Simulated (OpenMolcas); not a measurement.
# Single-point calculation, with input and output: Si₅H₁₀ (charge +1) (part 1 of 2)

Si₅H₁₀, charge +1, multiplicity 2, computed with TPSS/6-31G*, UKS (OpenMolcas 26.06).

The geometry is that of the parent species in another charge or spin state. The geometry comes from this level: PBE0-D4/def2-TZVP.

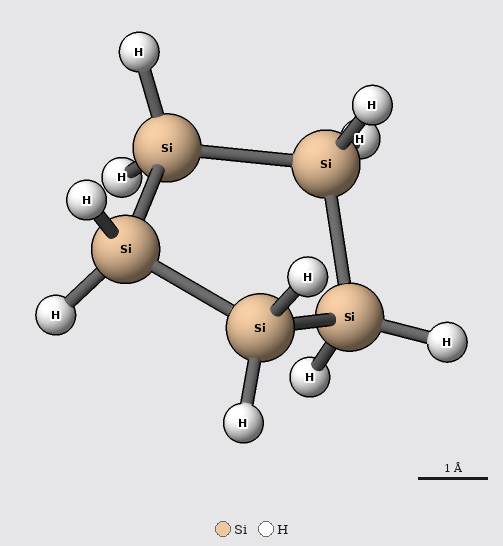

The structure (ball-and-stick view, seen at a tilt).

## Input
```
>>> EXPORT MOLCAS_PRINT=2

&GATEWAY
  BasLib
  $CurrDir
  BasisSet
  Si.6-31Gs....
  Si1 -1.084060 1.459050 0.707660 angstrom
  Si2 -0.059090 -0.250640 1.935200 angstrom
  Si3 1.685310 -0.847370 0.493250 angstrom
  Si4 0.606660 -0.977730 -1.585910 angstrom
  Si5 -1.132210 0.611030 -1.483210 angstrom
  End of Basis
  BasisSet
  H.6-31Gs....
  H6 -0.194180 2.654660 0.740620 angstrom
  H7 -2.428560 1.852980 1.210560 angstrom
  H8 0.385250 0.161940 3.294480 angstrom
  H9 -1.000910 -1.399120 2.063570 angstrom
  H10 2.395090 -2.100510 0.869400 angstrom
  H11 2.671440 0.270290 0.461680 angstrom
  H12 0.014450 -2.335600 -1.746080 angstrom
  H13 1.530020 -0.729740 -2.727130 angstrom
  H14 -0.952370 1.690690 -2.492650 angstrom
  H15 -2.436840 -0.059940 -1.741430 angstrom
  End of Basis

&SEWARD
  GridInput
  Grid=UltraFine
  End of Grid

&SCF
  UHF
  Charge
  1
  Spin
  2
  KSDFT
  2
  1.0 MGGA_X_TPSS
  1.0 MGGA_C_TPSS
  Thresholds
  1e-10 1e-07 1e-07 1e-05
  PrOrbitals
  1 1
```

Hardware: 1 thread of Intel Xeon @ 2.50GHz (Skylake/Cascade Lake), 96 GiB of memory available, shared host.

Launch command:
```bash
export MOLCAS_MEM=1860
pymolcas job.input > job.log
```

## Output
```
--- Start Module: gateway ---

                                              &GATEWAY

                       available to each process: 1.9 GB of memory, 1 thread

 Basis Set     1 Label: SI.6-31GS....
 Basis set is read from library:.
 basistype.tbl is not found

 Basis Set     2 Label: H.6-31GS....
 Basis set is read from library:.
 basistype.tbl is not found

++    Symmetry information:
      ---------------------

                    Character Table for C1

                             E
                    a        1  x, y, xy, Rz, z, xz, Ry, yz, Rx, I
--

++    Basis set information:
      ----------------------

      Basis set label: SI.6-31GS.........

      Electronic valence basis set:
      ------------------
      Associated Effective Charge  14.000000 au
      Associated Actual Charge     14.000000 au
      Nuclear Model: Point charge

      Shell  nPrim  nBasis  Cartesian Spherical Contaminant
         s      16       4        X
         p      10       3        X
         d       1       1                 X

      Basis set label: H.6-31GS.........

      Electronic valence basis set:
      ------------------
      Associated Effective Charge   1.000000 au
      Associated Actual Charge      1.000000 au
      Nuclear Model: Point charge

      Shell  nPrim  nBasis  Cartesian Spherical Contaminant
         s       4       2        X
--

++    Molecular structure info:
      -------------------------

                    ************************************************
                    **** Cartesian Coordinates / bohr, angstrom ****
                    ************************************************

     Center  Label                x              y              z                     x              y              z
        1      SI1             -2.048577       2.757205       1.337284             -1.084060       1.459050       0.707660
        2      SI2             -0.111664      -0.473641       3.656998             -0.059090      -0.250640       1.935200
        3      SI3              3.184774      -1.601297       0.932107              1.685310      -0.847370       0.493250
        4      SI4              1.146421      -1.847642      -2.996936              0.606660      -0.977730      -1.585910
        5      SI5             -2.139567       1.154679      -2.802861             -1.132210       0.611030      -1.483210
        6      H6              -0.366947       5.016580       1.399569             -0.194180       2.654660       0.740620
        7      H7              -4.589313       3.501625       2.287627             -2.428560       1.852980       1.210560
        8      H8               0.728017       0.306022       6.225665              0.385250       0.161940       3.294480
        9      H9              -1.891446      -2.643954       3.899582             -1.000910      -1.399120       2.063570
       10      H10              4.526064      -3.969389       1.642928              2.395090      -2.100510       0.869400
       11      H11              5.048290       0.510774       0.872449              2.671440       0.270290       0.461680
       12      H12              0.027307      -4.413644      -3.299613              0.014450      -2.335600      -1.746080
       13      H13              2.891319      -1.379009      -5.153529              1.530020      -0.729740      -2.727130
       14      H14             -1.799718       3.194941      -4.710426             -0.952370       1.690690      -2.492650
       15      H15             -4.604960      -0.113270      -3.290826             -2.436840      -0.059940      -1.741430

                    ***************************************
                    *    InterNuclear Distances / bohr    *
                    ***************************************

               1 SI1           2 SI2           3 SI3           4 SI4           5 SI5           6 H6
    1 SI1      0.000000
    2 SI2      4.423920        0.000000
    3 SI3      6.822659        4.423024        0.000000
    4 SI4      7.085060        6.909811        4.433165        0.000000
    5 SI5      4.440401        6.963734        7.063569        4.455257        0.000000
    6 H6       2.817186        5.941690        7.525261        8.290783        5.976360        0.000000
    7 H7       2.812944        6.142252        9.397536        9.457267        6.117391        4.572977
    8 H8       6.133029        2.812648        6.139648        9.479963        9.510916        6.832240
    9 H9       5.980182        2.817220        5.971687        7.577909        7.708042        8.201094
   10 H10      9.410971        6.146971        2.812860        6.119814        9.510612       10.234668
   11 H11      7.458421        5.945411        2.817285        5.979870        8.098629        7.064343
   12 H12      8.788127        7.996085        5.982170        2.815741        5.995693       10.543571
   13 H13      9.145571        9.352164        6.096761        2.813393        6.103690        9.719205
   14 H14      6.068635        9.290953        8.926772        6.086332        2.813711        6.534772
   15 H15      6.016155        8.282019        8.984840        6.014383        2.814955        8.141003

               7 H7            8 H8            9 H9           10 H10          11 H11          12 H12
    7 H7       0.000000
    8 H8       7.348062        0.000000
    9 H9       6.902537        4.579804        0.000000
   10 H10     11.803465        7.328423        6.930635        0.000000
   11 H11     10.189765        6.882122        8.202181        4.575830        0.000000
   12 H12     10.732284       10.653505        7.657795        6.698126        8.177180        0.000000
   13 H13     11.625456       11.704924       10.316673        7.454816        6.673545        4.566025
   14 H14      7.539803       11.590228       10.403525       11.476421        9.234092        7.951037
   15 H15      6.647319       10.916961        8.091322       11.071910       10.531264        6.320695

              13 H13          14 H14          15 H15
   13 H13      0.000000
   14 H14      6.566825        0.000000
   15 H15      7.827257        4.563870        0.000000

                    *******************************************
                    *    InterNuclear Distances / angstrom    *
                    *******************************************

               1 SI1           2 SI2           3 SI3           4 SI4           5 SI5           6 H6
    1 SI1      0.000000
    2 SI2      2.341038        0.000000
    3 SI3      3.610395        2.340564        0.000000
    4 SI4      3.749252        3.656515        2.345930        0.000000
    5 SI5      2.349759        3.685049        3.737880        2.357621        0.000000
    6 H6       1.490790        3.144207        3.982196        4.387293        3.162553        0.000000
    7 H7       1.488546        3.250340        4.972962        5.004570        3.237184        2.419915
    8 H8       3.245459        1.488389        3.248962        5.016580        5.032960        3.615466
    9 H9       3.164576        1.490809        3.160081        4.010057        4.078920        4.339832
   10 H10      4.980071        3.252837        1.488501        3.238466        5.032799        5.415953
   11 H11      3.946826        3.146176        1.490843        3.164411        4.285610        3.738289
   12 H12      4.650477        4.231346        3.165628        1.490026        3.172784        5.579417
   13 H13      4.839628        4.948952        3.226267        1.488783        3.229933        5.143182
   14 H14      3.211383        4.916560        4.723844        3.220748        1.488952        3.458052
   15 H15      3.183612        4.382656        4.754573        3.182675        1.489610        4.308033

               7 H7            8 H8            9 H9           10 H10          11 H11          12 H12
    7 H7       0.000000
    8 H8       3.888427        0.000000
    9 H9       3.652665        2.423528        0.000000
   10 H10      6.246125        3.878034        3.667534        0.000000
   11 H11      5.392191        3.641862        4.340407        2.421425        0.000000
   12 H12      5.679280        5.637592        4.052331        3.544496        4.327177        0.000000
   13 H13      6.151927        6.193979        5.459348        3.944919        3.531488        2.416236
   14 H14      3.989892        6.133284        5.505309        6.073061        4.886471        4.207507
   15 H15      3.517609        5.777007        4.281743        5.859002        5.572905        3.344768

              13 H13          14 H14          15 H15
   13 H13      0.000000
   14 H14      3.475014        0.000000
   15 H15      4.142006        2.415096        0.000000

                    **************************************
                    *    Valence Bond Angles / degree    *
                    **************************************
                          Atom centers                 Phi
                      6 H6       1 SI1      7 H7       108.63
                      8 H8       2 SI2      9 H9       108.88
                     10 H10      3 SI3     11 H11      108.73
                     12 H12      4 SI4     13 H13      108.42
                     14 H14      5 SI5     15 H15      108.35
--

            Nuclear Potential Energy            495.90133777 au

--- Stop Module: gateway /rc=_RC_ALL_IS_WELL_ ---

--- Start Module: seward ---

                                              &SEWARD

                       available to each process: 1.9 GB of memory, 1 thread

               SEWARD will generate:
                  Multipole Moment integrals up to order  2
                  Kinetic Energy integrals
                  Nuclear Attraction integrals (point charge)
                  One-Electron Hamiltonian integrals
                  Velocity integrals
                  Orbital angular momentum around (  0.0056  -0.0019   0.0228 )
                  Velocity quadrupole around (  0.0056  -0.0019   0.0228 )
                  Two-Electron Repulsion integrals

                   Integrals are discarded if absolute value <: 1.00E-14
                   Integral cutoff threshold is set to       <: 1.00E-16

            Nuclear Potential Energy            495.90133777 au

      Basis set specifications :
      Symmetry species         a
      Basis functions          110

--- Stop Module: seward /rc=_RC_ALL_IS_WELL_ ---
--- Module seward spent 9 seconds ---

--- Start Module: scf ---

                                                &SCF

                       available to each process: 1.9 GB of memory, 1 thread

++    Input section:
      --------------

      Header of the integral files:

      Cartesian coordinates in angstrom:
      -----------------------------------------------------
      No.  Label        X            Y            Z
      -----------------------------------------------------
       1   SI1       -1.08406000   1.45905000   0.70766000
       2   SI2       -0.05909000  -0.25064000   1.93520000
       3   SI3        1.68531000  -0.84737000   0.49325000
       4   SI4        0.60666000  -0.97773000  -1.58591000
       5   SI5       -1.13221000   0.61103000  -1.48321000
       6   H6        -0.19418000   2.65466000   0.74062000
       7   H7        -2.42856000   1.85298000   1.21056000
       8   H8         0.38525000   0.16194000   3.29448000
       9   H9        -1.00091000  -1.39912000   2.06357000
      10   H10        2.39509000  -2.10051000   0.86940000
      11   H11        2.67144000   0.27029000   0.46168000
      12   H12        0.01445000  -2.33560000  -1.74608000
      13   H13        1.53002000  -0.72974000  -2.72713000
      14   H14       -0.95237000   1.69069000  -2.49265000
      15   H15       -2.43684000  -0.05994000  -1.74143000
      -----------------------------------------------------
      Nuclear repulsion energy =  495.90133777
--

++    Orbital specifications:
      -----------------------

      Symmetry species               1
                                     a
      Frozen orbitals                0
      Start temperature = 0.500
      End temperature   = 0.010
      Temperature Factor= 0.460
      Deleted orbitals               0
      Total number of orbitals     110
      Number of basis functions    110
--

      Molecular charge                           1.000

      Numerical integration parameters
      --------------------------------
      Radial quadrature type:                         MHL
      Size of radial grid:                            99
      Lebedev angular grid:                           41
      Angular grid pruned with the crowding factor:  1.00E+10
                                 and fading factor:  1.00E+01
      Screening threshold for integral computation:   1.00E-11
      Radial quadrature accuracy:                     1.00E-25
      Maximum batch size:                             128
      AO values are stored on disk
      The same grid will be used for all iterations.

      DFT functional specifications
      -----------------------------
      Using Libxc version: 6.2.2
      Please cite the following reference:
      S. Lehtola, C. Steigemann, M. J.T. Oliveira, and M. A.L. Marques.,  SoftwareX 7, 1–5 (2018) doi:10.1016/j.softx.2017.11.002

      * Tao, Perdew, Staroverov & Scuseria
        - J. Tao, J. P. Perdew, V. N. Staroverov, and G. E. Scuseria.,  Phys. Rev. Lett. 91, 146401 (2003) doi:10.1103/PhysRevLett.91.146401
      * Tao, Perdew, Staroverov & Scuseria
        - J. Tao, J. P. Perdew, V. N. Staroverov, and G. E. Scuseria.,  Phys. Rev. Lett. 91, 146401 (2003) doi:10.1103/PhysRevLett.91.146401

++    Optimization specifications:
      ----------------------------

      SCF Algorithm: Conventional USCF
      D(i)-D(i-1) density differences are used
      Number of density matrices in core                 5
      Maximum number of NDDO SCF iterations            400
      Maximum number of HF SCF iterations              400
      Threshold for SCF energy change             1.00E-10
      Threshold for density matrix                1.00E-07
      Threshold for Fock matrix                   1.00E-07
      Threshold for linear dependence             1.00E-09
      Threshold at which DIIS is turned on        1.50E-01
      Maximum depth in the DIIS procedure                5
      Maximum depth in the BFGS Hessian update          30
      Threshold at which QNR/C2DIIS is turned on  7.50E-02
      Threshold for Norm(delta) (QNR/C2DIIS)      1.00E-05
      All orbitals punched on: UHFORB
--

      Input vectors read from INPORB
      Orbital file label: *Guess orbitals

++ Convergence information
                               UHF [...]      iterations: Energy and convergence statistics

Iter     Tot. [...]      One-elec.       Two-elec.     Energy      Max Dij or  Max Fij      DNorm      TNorm      AccCon     Time
         Energy          Energy          Energy        Change      Delta Norm                                                in Sec.

 The total and one-electron energies are shifted by a value of      1000. a.u.

   1  -447.679211121 -2081.708631505  1138.128082612   0.00E+00    1.86E-01*   2.69E-01*    1.37E+01   2.76E+02   None        12.
   2  -447.416312217 -2090.590780394  1147.273130405   2.63E-01*   1.74E-01*   7.03E-03*    3.28E+01   2.78E+02   EDIIS        9.
   3  -451.338784383 -2102.596215932  1155.356093776  -3.92E+00*   2.56E-01*   1.02E-01*    8.08E+00   2.79E+02   EDIIS        9.
   4  -452.426806954 -2078.237770829  1129.909626102  -1.09E+00*   5.81E-01*   1.73E-01*    6.54E+00   2.76E+02   EDIIS       10.
   5  -451.764895776 -2122.369029692  1174.702796144   6.62E-01*   4.91E-02*   7.84E-02*    5.49E+00   2.81E+02   EDIIS        9.
   6  -453.175170318 -2097.319809634  1148.243301544  -1.41E+00*   1.12E-01*   1.72E-02*    2.18E+00   2.78E+02   EDIIS        9.
   7  -453.155454768 -2093.526060674  1144.469268133   1.97E-02*   4.46E-02*   1.58E-02*    8.47E-01   2.77E+02   EDIIS       10.
   8  -453.179501643 -2094.789129427  1145.708290010  -2.40E-02*   6.01E-02*   1.36E-02*    7.22E-01   2.78E+02   EDIIS       10.
   9  -453.158469474 -2097.198054615  1148.138247368   2.10E-02*   1.74E-01*   6.86E-03*    1.11E+00   2.78E+02   EDIIS       10.
  10  -453.184695082 -2095.666882513  1146.580849658  -2.62E-02*   1.20E-01*   3.57E-03*    2.32E-01   2.78E+02   EDIIS        9.
  11  -453.184336087 -2095.939927185  1146.854253326   3.59E-04*   5.18E-01*   6.76E-03*    5.70E-01   2.78E+02   EDIIS        9.
  12  -453.176145451 -2095.380625234  1146.303142010   8.19E-03*   9.76E-02*   4.55E-03*    8.22E-01   2.78E+02   EDIIS        9.

       Fermi aufbau procedure completed!
      nOcc(alpha)=   40
      nOcc(beta) =   39
```
